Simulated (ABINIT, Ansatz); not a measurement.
# TaAl (Pm-3m): from the cell to the phonon bands, part 3 of 4

Aim: the phonon dispersion of TaAl (Pm-3m), checked by a second program.

ABINIT 10.8.3; DFT LDA, scalar-relativistic, plane waves, PseudoDojo norm-conserving pseudopotentials.

So far. Step 5 (Self-consistent run for the response): The cell stands at -0.32 GPa: the relaxation ran with a smoothed and higher cutoff, and the difference is a stress of the finite basis. Step 6 (Linear response at Γ): The acoustic modes at Γ come out as far as 0.8 cm⁻¹ from zero, where they should vanish, a small numerical error. The relaxed cell has a = 3.172 Å (conventional setting).

The structure was built from a prototype and need not be the compound's stable phase.

### 8. Interpolated phonon bands

anaddb transforms the dynamical matrices to force constants and back along the path; points of the mesh come back as solved, but for the sum rule and, in polar crystals, the LO-TO term at Γ; the rest is interpolation.

Input file anaddb.abi:

```
ddb_filepath "all_DDB"
output_file "anaddb.abo"
outdata_prefix "anaddb"
ifcflag 1
ngqpt 4 4 4
nqshft 1
q1shft 0.0 0.0 0.0
asr 1
chneut 0
dipdip 0
dipquad 0
quadquad 0
enunit 0
eivec 0
nph1l 62
qph1l 
    0.0 0.0 0.0 1.0
    0.0 0.05 0.0 1.0
    0.0 0.1 0.0 1.0
    0.0 0.15 0.0 1.0
    0.0 0.2 0.0 1.0
    0.0 0.25 0.0 1.0
    0.0 0.3 0.0 1.0
    0.0 0.35 0.0 1.0
    0.0 0.4 0.0 1.0
    0.0 0.45 0.0 1.0
    0.0 0.5 0.0 1.0
    0.05 0.5 0.0 1.0
    0.1 0.5 0.0 1.0
    0.15 0.5 0.0 1.0
    0.2 0.5 0.0 1.0
    0.25 0.5 0.0 1.0
    0.3 0.5 0.0 1.0
    0.35 0.5 0.0 1.0
    0.4 0.5 0.0 1.0
    0.45 0.5 0.0 1.0
    0.5 0.5 0.0 1.0
    0.45 0.45 0.0 1.0
    0.4 0.4 0.0 1.0
    0.35 0.35 0.0 1.0
    0.3 0.3 0.0 1.0
    0.25 0.25 0.0 1.0
    0.2 0.2 0.0 1.0
    0.15 0.15 0.0 1.0
    0.1 0.1 0.0 1.0
    0.05 0.05 0.0 1.0
    0.0 0.0 0.0 1.0
    0.05 0.05 0.05 1.0
    0.1 0.1 0.1 1.0
    0.15 0.15 0.15 1.0
    0.2 0.2 0.2 1.0
    0.25 0.25 0.25 1.0
    0.3 0.3 0.3 1.0
    0.35 0.35 0.35 1.0
    0.4 0.4 0.4 1.0
    0.45 0.45 0.45 1.0
    0.5 0.5 0.5 1.0
    0.45 0.5 0.45 1.0
    0.4 0.5 0.4 1.0
    0.35 0.5 0.35 1.0
    0.3 0.5 0.3 1.0
    0.25 0.5 0.25 1.0
    0.2 0.5 0.2 1.0
    0.15 0.5 0.15 1.0
    0.1 0.5 0.1 1.0
    0.05 0.5 0.05 1.0
    0.0 0.5 0.0 1.0
    0.5 0.5 0.5 1.0
    0.5 0.5 0.45 1.0
    0.5 0.5 0.4 1.0
    0.5 0.5 0.35 1.0
    0.5 0.5 0.3 1.0
    0.5 0.5 0.25 1.0
    0.5 0.5 0.2 1.0
    0.5 0.5 0.15 1.0
    0.5 0.5 0.1 1.0
    0.5 0.5 0.05 1.0
    0.5 0.5 0.0 1.0
```

Input file mrgddb.in:

```
all_DDB
merged
10
dfpt_gammao_DDB
dfpt_qo_DS1_DDB
dfpt_qo_DS2_DDB
dfpt_qo_DS3_DDB
dfpt_qo_DS4_DDB
dfpt_qo_DS5_DDB
dfpt_qo_DS6_DDB
dfpt_qo_DS7_DDB
dfpt_qo_DS8_DDB
dfpt_qo_DS9_DDB
```

The run is started by

```console
$ mrgddb < mrgddb.in > mrgddb.log
$ OMP_NUM_THREADS=1 anaddb anaddb.abi > anaddb.log
```

anaddb.abo, the main output file:

```text
[banners, grids, parts of the stress and lines that vanish by symmetry left out]
-outvars_anaddb: echo values of input variables ----------------------

 Flags :
[...]
Phonon wavevector (reduced coordinates) :  0.00000  0.00000  0.00000
 Phonon energies in Hartree :
[...]
Phonon frequencies in cm-1    :
-  0.000000E+00  0.000000E+00  0.000000E+00  2.981008E+02  2.981008E+02
-  2.981008E+02
[...]
Phonon wavevector (reduced coordinates) :  0.00000  0.05000  0.00000
 Phonon energies in Hartree :
[...]
Phonon frequencies in cm-1    :
-  1.111204E+01  1.371256E+01  1.371256E+01  2.976838E+02  2.976838E+02
-  2.978606E+02
[...]
Phonon wavevector (reduced coordinates) :  0.00000  0.10000  0.00000
 Phonon energies in Hartree :
[...]
Phonon frequencies in cm-1    :
-  2.251782E+01  2.746084E+01  2.746084E+01  2.964207E+02  2.964207E+02
-  2.970725E+02
[...]
Phonon wavevector (reduced coordinates) :  0.00000  0.15000  0.00000
 Phonon energies in Hartree :
[...]
Phonon frequencies in cm-1    :
-  3.443432E+01  4.124403E+01  4.124403E+01  2.942868E+02  2.942868E+02
-  2.955627E+02
[...]
Phonon wavevector (reduced coordinates) :  0.00000  0.20000  0.00000
 Phonon energies in Hartree :
[...]
Phonon frequencies in cm-1    :
-  4.692654E+01  5.498060E+01  5.498060E+01  2.912764E+02  2.912764E+02
-  2.931285E+02
[...]
Phonon wavevector (reduced coordinates) :  0.00000  0.25000  0.00000
 Phonon energies in Hartree :
[...]
Phonon frequencies in cm-1    :
-  5.983637E+01  6.845512E+01  6.845512E+01  2.874544E+02  2.874544E+02
-  2.896482E+02
  Phonon wavevector (reduced coordinates) :  0.00000  0.30000  0.00000
 Phonon energies in Hartree :
[...]
Phonon frequencies in cm-1    :
-  7.271914E+01  8.126305E+01  8.126305E+01  2.830210E+02  2.830210E+02
-  2.852029E+02
  Phonon wavevector (reduced coordinates) :  0.00000  0.35000  0.00000
 Phonon energies in Hartree :
[...]
Phonon frequencies in cm-1    :
-  8.479585E+01  9.276871E+01  9.276871E+01  2.783754E+02  2.783754E+02
-  2.801857E+02
  Phonon wavevector (reduced coordinates) :  0.00000  0.40000  0.00000
 Phonon energies in Hartree :
[...]
Phonon frequencies in cm-1    :
-  9.494995E+01  1.021072E+02  1.021072E+02  2.741459E+02  2.741459E+02
-  2.753593E+02
  Phonon wavevector (reduced coordinates) :  0.00000  0.45000  0.00000
 Phonon energies in Hartree :
[...]
Phonon frequencies in cm-1    :
-  1.018500E+02  1.082882E+02  1.082882E+02  2.711209E+02  2.711209E+02
-  2.717751E+02
  Phonon wavevector (reduced coordinates) :  0.00000  0.50000  0.00000
 Phonon energies in Hartree :
[...]
Phonon frequencies in cm-1    :
-  1.043135E+02  1.104632E+02  1.104632E+02  2.700138E+02  2.700138E+02
-  2.704373E+02
  Phonon wavevector (reduced coordinates) :  0.05000  0.50000  0.00000
 Phonon energies in Hartree :
[...]
Phonon frequencies in cm-1    :
-  1.009659E+02  1.061265E+02  1.112264E+02  2.704805E+02  2.711239E+02
-  2.722279E+02
  Phonon wavevector (reduced coordinates) :  0.10000  0.50000  0.00000
 Phonon energies in Hartree :
[...]
Phonon frequencies in cm-1    :
-  9.084411E+01  9.346228E+01  1.133799E+02  2.718175E+02  2.742344E+02
-  2.769314E+02
  Phonon wavevector (reduced coordinates) :  0.15000  0.50000  0.00000
 Phonon energies in Hartree :
[...]
Phonon frequencies in cm-1    :
-  7.250783E+01  7.323612E+01  1.165616E+02  2.738487E+02  2.787998E+02
-  2.830909E+02
[...]
Phonon wavevector (reduced coordinates) :  0.40000  0.50000  0.40000
 Phonon energies in Hartree :
[...]
Phonon frequencies in cm-1    :
-  6.522650E+01  7.462239E+01  9.442577E+01  2.661606E+02  2.752337E+02
-  2.756859E+02
  Phonon wavevector (reduced coordinates) :  0.35000  0.50000  0.35000
 Phonon energies in Hartree :
[...]
Phonon frequencies in cm-1    :
-  2.951379E+01  5.115273E+01  9.673950E+01  2.687113E+02  2.854217E+02
-  2.860921E+02
  Phonon wavevector (reduced coordinates) :  0.30000  0.50000  0.30000
 Phonon energies in Hartree :
[...]
Phonon frequencies in cm-1    :
- -3.803164E+01  5.245032E+00  1.007318E+02  2.707522E+02  2.926884E+02
-  2.953313E+02
  Phonon wavevector (reduced coordinates) :  0.25000  0.50000  0.25000
 Phonon energies in Hartree :
[...]
Phonon frequencies in cm-1    :
- -4.438233E+01 -3.474935E+01  1.055151E+02  2.717352E+02  2.956338E+02
-  2.999425E+02
  Phonon wavevector (reduced coordinates) :  0.20000  0.50000  0.20000
 Phonon energies in Hartree :
[...]
Phonon frequencies in cm-1    :
- -2.313488E+01 -2.030169E+01  1.095676E+02  2.716989E+02  2.938135E+02
-  2.985989E+02
  Phonon wavevector (reduced coordinates) :  0.15000  0.50000  0.15000
 Phonon energies in Hartree :
[...]
Phonon frequencies in cm-1    :
-  4.978816E+01  4.995745E+01  1.117142E+02  2.711124E+02  2.879965E+02
-  2.919639E+02
[...]
Phonon wavevector (reduced coordinates) :  0.50000  0.50000  0.05000
 Phonon energies in Hartree :
[...]
Phonon frequencies in cm-1    :
- -1.097989E+02 -1.097989E+02  1.336769E+02  2.861970E+02  3.052871E+02
-  3.052871E+02
  Phonon wavevector (reduced coordinates) :  0.50000  0.50000  0.00000
 Phonon energies in Hartree :
[...]
Phonon frequencies in cm-1    :
- -1.117650E+02 -1.117650E+02  1.343886E+02  2.867072E+02  3.059260E+02
-  3.059260E+02
-
```

It took 0.52 s on 1 thread of Arm Neoverse V1, shared host.

This step gave:

```yaml
lowest_frequency_on_the_path: -111.8 cm⁻¹
```

Anaddb. Phonon branches along the path, in cm⁻¹:

```tsv
point	branch 1	branch 2	branch 3	branch 4	branch 5	branch 6
Γ	0	0	0	298	298	298
X	104	110	110	270	270	270
M	-112	-112	134	287	306	306
Γ	0	0	0	298	298	298
R	93	93	93	263	263	263
X	104	110	110	270	270	270
jump to R	93	93	93	263	263	263
M	-112	-112	134	287	306	306
```

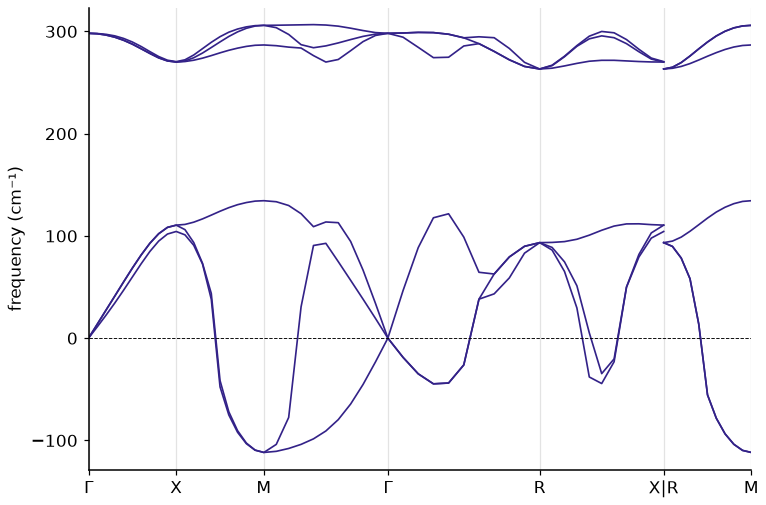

Phonon branches along the path.

The path dips to 112i cm⁻¹.

### 9. Density of states

Sums over the zone need many more wavevectors than were solved, so the interpolation is sampled on a dense mesh.

Input file anaddb.abi:

```
ddb_filepath "all_DDB"
output_file "anaddb.abo"
outdata_prefix "anaddb"
ifcflag 1
ngqpt 4 4 4
nqshft 1
q1shft 0.0 0.0 0.0
asr 1
chneut 0
dipdip 0
dipquad 0
quadquad 0
prtdos 2
ng2qpt 14 14 14
dosdeltae 4.5563e-06
ntemper 11
temperinc 100.0
tempermin 0.0
```

The run is started by

```console
$ OMP_NUM_THREADS=1 anaddb anaddb.abi > anaddb.log
```

anaddb.abo, the main output file:

```text
[banners, grids, parts of the stress and lines that vanish by symmetry left out]
-outvars_anaddb: echo values of input variables ----------------------

 Flags :
     ifcflag         1
 Miscellaneous information :
         asr         1
      chneut         0
 Interatomic Force Constants Inputs :
      dipdip         0
     dipquad         0
    quadquad         0
      ifcana         0
      ifcout         0
 Description of grid 1 :
        brav         1
       ngqpt         4         4         4
      nqshft         1
      q1shft
                     0.00000000E+00  0.00000000E+00  0.00000000E+00
 Phonon DOS information :
   dosdeltae  4.55630000E-06
    dossmear  4.55633525E-06
 Description of grid 2 (Fourier interp. or BZ sampling):
      ng2qpt        14        14        14
      ngrids         4
      q2shft         0.00000000E+00  0.00000000E+00  0.00000000E+00

================================================================================

 read the DDB information and perform some checks

  ==== Info on the Cryst% object ====
 Real(R)+Recip(G) space primitive vectors, cartesian coordinates (Bohr,Bohr^-1):
 R(1)=  5.9942654  0.0000000  0.0000000  G(1)=  0.1668261  0.0000000  0.0000000
 R(2)=  0.0000000  5.9942654  0.0000000  G(2)=  0.0000000  0.1668261  0.0000000
 R(3)=  0.0000000  0.0000000  5.9942654  G(3)=  0.0000000  0.0000000  0.1668261
 Unit cell volume ucvol=  2.1538126E+02 bohr^3
 Angles (23,13,12)=  9.00000000E+01  9.00000000E+01  9.00000000E+01 degrees
 Time-reversal symmetry is present
 Reduced atomic positions [iatom, xred, symbol]:
    1)    0.0000000  0.0000000  0.0000000  Al
    2)    0.5000000  0.5000000  0.5000000  Ta

 DDB file with 10 blocks has been read.

================================================================================

 Calculation of the interatomic forces

       Homogeneous q point set in the B.Z.
 Grid q points  :       64
  1)   0.00000000E+00  0.00000000E+00  0.00000000E+00
  2)   2.50000000E-01  0.00000000E+00  0.00000000E+00
  3)   5.00000000E-01  0.00000000E+00  0.00000000E+00
  4)  -2.50000000E-01  0.00000000E+00  0.00000000E+00
  5)   0.00000000E+00  2.50000000E-01  0.00000000E+00
  6)   2.50000000E-01  2.50000000E-01  0.00000000E+00
  7)   5.00000000E-01  2.50000000E-01  0.00000000E+00
  8)  -2.50000000E-01  2.50000000E-01  0.00000000E+00
  9)   0.00000000E+00  5.00000000E-01  0.00000000E+00
 10)   2.50000000E-01  5.00000000E-01  0.00000000E+00
 11)   5.00000000E-01  5.00000000E-01  0.00000000E+00
 12)  -2.50000000E-01  5.00000000E-01  0.00000000E+00
 13)   0.00000000E+00 -2.50000000E-01  0.00000000E+00
 14)   2.50000000E-01 -2.50000000E-01  0.00000000E+00
[...]
58)   2.50000000E-01  5.00000000E-01 -2.50000000E-01
 59)   5.00000000E-01  5.00000000E-01 -2.50000000E-01
 60)  -2.50000000E-01  5.00000000E-01 -2.50000000E-01
 61)   0.00000000E+00 -2.50000000E-01 -2.50000000E-01
 62)   2.50000000E-01 -2.50000000E-01 -2.50000000E-01
 63)   5.00000000E-01 -2.50000000E-01 -2.50000000E-01
 64)  -2.50000000E-01 -2.50000000E-01 -2.50000000E-01

 The interatomic forces have been obtained

================================================================================

 Calculation of phonon density of states

 Average speed of sound partial sums:     0.6172701300E-03 (at units)
-                                   =           1.3504 [km/s]

 Debye frequency from partial sums:     0.4013805161E-03 (Ha)
-                                 =     0.2640956928E+01 (THz)
-Debye temperature from partial sums:     0.1267459424E+03 (K)

 Average speed of sound:     0.2744156826E-04 (at units)
-                      =           0.0600 [km/s]

 Debye frequency from DOS:     0.1784390706E-04 (Ha)
-                        =     0.1174072684E+00 (THz)
-Debye temperature from DOS:     0.5634660195E+01 (K)

-
```

Run time: 0.67 s. Hardware: 1 thread.

Read from the output:

```
share of modes beyond 3i cm⁻¹ on the dense interpolated mesh : 0.1804
```

The phonon density of states has structure finer than the step of the table below, so its rows give means over 50 cm⁻¹, whole bins alone (the curve runs from -142 to 335 cm⁻¹). Peaks (cm⁻¹: height): -66.8: 0.0196, 110.2: 0.0513, 281.2: 0.0962, 299.2: 0.101.

Tetrahedra. Phonon density of states against wavenumber; means over each step:

```tsv
wavenumber (cm⁻¹)	phonon density of states (1/cm⁻¹/cell)
-100	0.00722
-50	0.0119
0	0.00567
50	0.00971
100	0.0239
150	0.00153
200	0
250	0.00859
300	0.0511
```

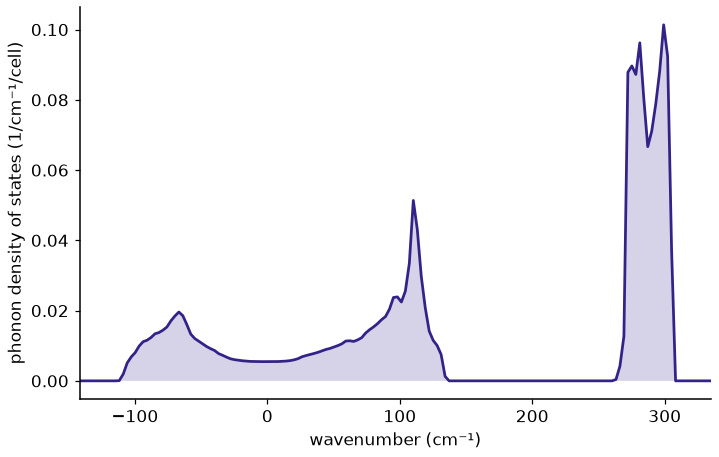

Phonon density of states against wavenumber.

(Continued in part 4 of 4.)

[Host names and launcher messages were left out of these logs when they were recorded.]

[Logs are printed without paths, hosts, clocks, repeated set-up lines and the standing remarks that a program may print on its own settings, such as how far it seeks lower states.]

[Hosts, paths, dates, database ids (printed as entryN), source tags and the programs' standing remarks are cut or masked in the printed files.]
